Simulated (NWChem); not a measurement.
**GaPH4 (SMILES [PH2][GaH2]) at 4 levels**

We compute a comparison of 4 runs (HF/STO-3G, HF/3-21G, B3LYP/6-31G*) of GaPH4. 

Program for the calculation: NWChem 7.3.0.

## 1. The system as given

The species is GaPH4 (6 atoms), meant as a singlet with charge 0. As SMILES, `[PH2][GaH2]`. Geometry: a GFN2-xTB relaxation, a rough one for these elements and not checked as a minimum.

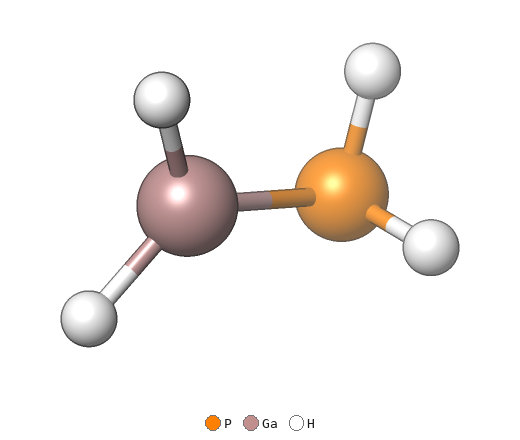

The structure, seen from a chosen angle (phosphorus orange, gallium pink, hydrogen white).

## 2. Energy and forces at HF/STO-3G (run 1)

Contents of calc.nw:

```
START calc
TITLE "GaH4P hf"
memory stack 880 mb heap 220 mb global 1100 mb
charge 0
GEOMETRY units angstroms noautosym nocenter noautoz
P     -0.669110    -1.333910     0.250930
Ga    -0.065680     0.909150     0.060020
H      0.593750    -1.624770     0.792310
H     -0.203860    -1.564710    -1.052890
H      0.702380     1.562830    -1.180390
H     -0.357480     2.051420     1.130020
END
BASIS "ao basis" spherical bse
P library STO-3G
Ga library STO-3G
H library STO-3G
END
SCF
thresh 1e-08
maxiter 80
print low
END
TASK scf gradient
```

Run with:

```
$ nwchem calc.nw > calc.out
```

Output:

```text
[...]
  functions       =    31
[...]
  wavefunction    = RHF
[...]
         Total SCF energy =  -2240.087497187370
      One-electron energy =  -3449.573656903898
      Two-electron energy =   1054.404363278822
 Nuclear repulsion energy =    155.081796437707
        Time for solution =     13.6s
[...]
                         RHF ENERGY GRADIENTS
    atom               coordinates                        gradient
                 x          y          z           x          y          z
   1 P      -1.264435  -2.520724   0.474189   -0.030461  -0.021836   0.016893
   2 Ga     -0.124117   1.718044   0.113421   -0.010730  -0.057077   0.002145
   3 H       1.122025  -3.070370   1.497249    0.013563   0.000261   0.001271
   4 H      -0.385240  -2.956873  -1.989674    0.008430   0.005800  -0.012721
   5 H       1.327306   2.953320  -2.230614    0.029200   0.027811  -0.044160
   6 H      -0.675539   3.876622   2.135428   -0.010002   0.045041   0.036572
 Task  times  cpu:       14.5s     wall:       14.5s
 Total times  cpu:       14.5s     wall:       14.5s
```

Run time: 15 s. Hardware: 1 thread of Intel Xeon Platinum 8259CL at 2.50GHz (Skylake/Cascade Lake), shared host; peak memory 0.098 GiB.

## 3. Energy and forces at HF/3-21G (run 2)

Contents of run.py:

```python
from ase import Atoms
from ase.calculators.nwchem import NWChem

system = Atoms('PGaHHHH', positions=[
    [-0.669110, -1.333910, 0.250930],
    [-0.065680, 0.909150, 0.060020],
    [0.593750, -1.624770, 0.792310],
    [-0.203860, -1.564710, -1.052890],
    [0.702380, 1.562830, -1.180390],
    [-0.357480, 2.051420, 1.130020],
])

calc = NWChem(
    label='run',
    theory='scf',
    memory='2200 mb',
    basis='3-21G',
    basispar='spherical bse',
    scf={'nopen': '0', 'rhf': None, 'thresh': '1e-08', 'maxiter': '80'},
)
system.calc = calc

forces = system.get_forces()
print("Total energy (eV):", round(system.get_potential_energy(), 6))
print("forces (eV/A):")
for s, f in zip(system.symbols, forces):
    print(f"{s:2s} {f[0]:10.5f} {f[1]:10.5f} {f[2]:10.5f}")
print("dipole (e A):", system.get_dipole_moment().round(4))
```

Run with:

```
$ export ASE_NWCHEM_COMMAND="nwchem PREFIX.nwi > PREFIX.nwo"
$ python run.py
```

Output:

```text
Total energy (eV): -61364.718128
forces (eV/A):
P    -0.28550   -0.27727   -0.05667
Ga    0.22847    1.97620   -0.06016
H     0.37060   -0.39626    0.49782
H    -0.09035   -0.45910   -0.51962
H    -0.09724   -0.47015   -0.08546
H    -0.12598   -0.37343    0.22410
dipole (e A): [ 0.1989  0.0723 -0.0786]
```

The calculator wrote run.nwi:

```
title "run"

permanent_dir run

scratch_dir run

start run

geometry units angstrom nocenter noautosym noautoz
  P  -6.6910999999999998e-01 -1.3339099999999999e+00 2.5092999999999999e-01
  Ga -6.5680000000000002e-02 9.0915000000000001e-01 6.0019999999999997e-02
  H  5.9375000000000000e-01 -1.6247700000000000e+00 7.9230999999999996e-01
  H  -2.0386000000000001e-01 -1.5647100000000000e+00 -1.0528900000000001e+00
  H  7.0238000000000000e-01 1.5628299999999999e+00 -1.1803900000000001e+00
  H  -3.5748000000000002e-01 2.0514199999999998e+00 1.1300200000000000e+00
end

memory 2200 mb

basis spherical bse noprint
   * library 3-21G
end

scf
  nopen 0
  rhf
  thresh 1e-08
  maxiter 80
end

task scf gradient
```

run.nwo (excerpt; [...] marks lines left out):

```text
[...]
      One-electron energy =  -3455.847785811462
[... 1 line left out ...]
 Nuclear repulsion energy =    155.081796437706
[... 43 lines left out ...]
                       ROHF Final Molecular Orbital Analysis
[... 207 lines left out ...]
                              NWChem Gradients Module
[...]
  wavefunction    =   RHF
                         RHF ENERGY GRADIENTS
    atom               coordinates                        gradient
                 x          y          z           x          y          z
   1 P      -1.264435  -2.520724   0.474189    0.005552   0.005392   0.001102
   2 Ga     -0.124117   1.718044   0.113421   -0.004443  -0.038431   0.001170
   3 H       1.122025  -3.070370   1.497249   -0.007207   0.007706  -0.009681
   4 H      -0.385240  -2.956873  -1.989674    0.001757   0.008928   0.010105
   5 H       1.327306   2.953320  -2.230614    0.001891   0.009143   0.001662
   6 H      -0.675539   3.876622   2.135428    0.002450   0.007262  -0.004358
[...]
```

Run time: 4.8 s. Hardware: 1 thread of Intel Xeon Platinum 8259CL at 2.50GHz (Skylake/Cascade Lake), shared host; peak memory 0.099 GiB.

Run 3 isn't shown in full; the table further down has it.

## 4. Energy and forces at B3LYP/6-31G(d) (Cartesian functions) (run 4)

Contents of struct.nw:

```
start struct
memory stack 880 mb heap 220 mb global 1100 mb

geometry units bohr noautosym nocenter noautoz
  P     -1.26443465    -2.52072457     0.47418898
  Ga    -0.12411721     1.71804451     0.11342136
  H      1.12202489    -3.07037032     1.49724891
  H     -0.38523957    -2.95687336    -1.98967374
  H      1.32730584     2.95332068    -2.23061382
  H     -0.67553930     3.87662197     2.13542832
end

basis cartesian
  P library 6-31G*
  Ga library 6-31G*
  H library 6-31G*
end

dft
  xc b3lyp
  grid xfine
  convergence energy 1e-08
  maxiter 100
  mulliken
  print medium
end

task dft gradient
```

Run with:

```
$ nwchem struct.nw > struct.out
```

Output:

```text
[...]
          Wavefunction type:  closed shell.
          No. of atoms     :     6
          No. of electrons :    50
[...]
          Charge           :     0
          Spin multiplicity:     1
[...]
          AO basis - number of functions:    62
[...]
              XC Information
              --------------
                         B3LYP Method XC Potential
                     Hartree-Fock (Exact) Exchange  0.200
                        Slater Exchange Functional  0.800 local
                    Becke 1988 Exchange Functional  0.720 non-local
              Lee-Yang-Parr Correlation Functional  0.810
                  VWN I RPA Correlation Functional  0.190 local
[...]
 d= 0,ls=0.0,diis     1  -2268.3351711186 -2.42D+03  1.39D-02  7.33D-01     3.5
[...]
 d= 0,ls=0.0,diis     8  -2268.3663306013  3.02D-09  3.81D-06  1.36D-07    21.3
         Total DFT energy =    -2268.366330601283
      One electron energy =    -3466.314840170657
           Coulomb energy =     1142.639318972993
    Exchange-Corr. energy =      -99.772594612941
 Nuclear repulsion energy =      155.081785209323
[...]
      Total Density - Mulliken Population Analysis
     ---------------------------------------------
    Atom       Charge   Shell Charges
 -----------   ------   -------------------------------------------------------
    1 P   15    15.03   2.00  1.99  5.97  1.28  2.40  0.50  0.83  0.05
    2 Ga  31    31.04   2.00  1.99  6.00  1.95  5.99  1.39  1.51  0.06  0.12  6.85  2.95  0.22
    3 H    1     0.98   0.51  0.47
    4 H    1     0.97   0.51  0.46
    5 H    1     0.99   0.48  0.51
    6 H    1     0.99   0.48  0.51
[...]
  wavefunction    = closed shell
                         DFT ENERGY GRADIENTS
    atom               coordinates                        gradient
                 x          y          z           x          y          z
   1 P      -1.264435  -2.520725   0.474189    0.011147  -0.002232  -0.001329
   2 Ga     -0.124117   1.718045   0.113421   -0.004825  -0.016678   0.000658
   3 H       1.122025  -3.070370   1.497249   -0.008926   0.001989  -0.006947
   4 H      -0.385240  -2.956873  -1.989674   -0.001627   0.004314   0.009463
   5 H       1.327306   2.953321  -2.230614    0.002231   0.006605   0.001250
   6 H      -0.675539   3.876622   2.135428    0.002001   0.006001  -0.003094
[...]
```

Wall time 30 s (1 thread of Intel Xeon Platinum 8259CL at 2.50GHz (Skylake/Cascade Lake), shared host); peak memory 0.13 GiB.

## 5. All runs side by side

```csv
run,level,iteration cap,module,energy (Eh),largest force (eV/Å),wall time
1,HF/STO-3G,80,scf,-2240.087497,3.075,15 s
2,HF/3-21G,80,scf,-2255.111815,1.990,4.8 s
3,B3LYP/6-31G* (spherical functions),100,dft,-2268.359300,0.850,31 s
4,B3LYP/6-31G* (Cartesian functions),100,dft,-2268.366331,0.893,30 s
```

## 6. Summary of results

```
                       quantity           value
            run 4: total energy  -2268.36633 Eh
           run 4: dipole moment          0.68 D
             run 4: HOMO energy        -7.19 eV
             run 4: LUMO energy        -2.03 eV
           run 4: HOMO–LUMO gap         5.16 eV
run 4: largest force on an atom      0.893 eV/Å
```

Over runs 2, 3, 4 the dipole moment (its size) runs from 0.68 D (B3LYP/6-31G*) to 1.08 D (HF/3-21G). The two ends differ in method and basis. Over runs 2, 3, 4 the HOMO–LUMO gap runs from 5.15 eV (B3LYP/6-31G*) to 10.61 eV (HF/3-21G). In run 1 the basis is minimal, so the values are rough. All runs together took 81 s, the longest 31 s.
